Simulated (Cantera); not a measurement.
Feed: 1 mol Na2CO3, 1.4 mol SO3, 7.3 mol H2O, at 0.0133 bar.

These are equilibrium values from Cantera (NASA tables, ideal gas, pure condensed phases), not measurements of a reactor. Candidate condensed phases: C, C6H6, C7H8, C8H18, H2O, H2SO4, Na, NaOH, NaO2, Na2CO3, Na2O, Na2O2, Na2S, Na2SO4, S; 131 gas species. The numbers say what is thermodynamically allowed, not how fast it happens.

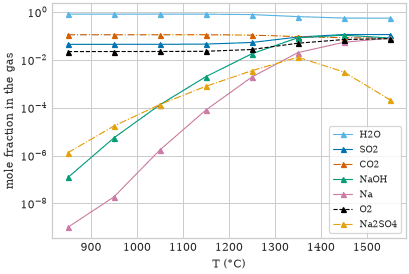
Figure. Equilibrium gas composition (values under 1e-9 drawn at 1e-9)

At 850 °C the condensed part is Na2SO4(s). From 950 °C to 1350 °C the condensed part is Na2SO4(l). From 1450 °C to 1550 °C nothing is condensed. The main Na-bearing gas is Na2SO4 at 850 °C and NaOH at 1550 °C.
